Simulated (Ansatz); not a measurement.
ClF3Ti

Input

```
crystal:
  periodic: [false, false, false]
  atoms:
    - { symbol: Ti, position_ang: [0.0, 0.0, 0.0] }
    - { symbol: Cl, position_ang: [0.0, 0.0, 2.37] }
    - { symbol: F, position_ang: [1.7257, 0.0, -0.6094] }
    - { symbol: F, position_ang: [-0.8619, 1.4933, -0.6094] }
    - { symbol: F, position_ang: [-0.8619, -1.4933, -0.6094] }
basis:
  gaussian: { orbitals: def2-SVP }
hamiltonian:
  xc: pbe0
relax:
  f_tol: 0.02
  max_steps: 40
output:
  orbitals: {}
```

Launched as:

```sh
ansatz run input.yaml --threads 2 --pin off --max-ram 3072MiB --backend cpu --events-out ev --progress --plain --runs-dir out
```

The fields are those of the relaxed geometry.

The calculation used RKS PBE0/def2-SVP in Ansatz 0.2.0.

**Predict the electron density and electron localisation function between the atoms.**

Ti–F (1.72 Å): ρ at the midpoint is about 1.2 e/Å³; the ELF peaks at about 0.85 in the valence shell of F, 0.5 Å from its nucleus, and drops to about 0.20 between the two atoms.
Ti–Cl (2.17 Å): the density is about 0.68 e/Å³ at the midpoint; the ELF peaks at about 0.80 in the valence shell of Cl, 0.8 Å from its nucleus, and is about 0.40 at the midpoint.

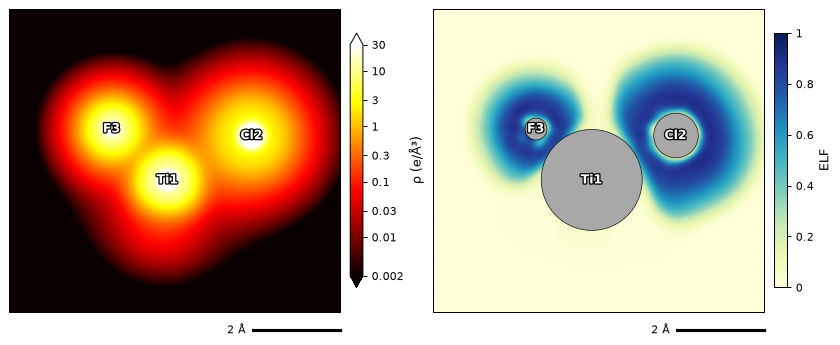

Computed electron density and electron localisation function on the plane of atoms Cl2, Ti1 and F3, in this order. Grey discs cover the atomic cores in the ELF map. 
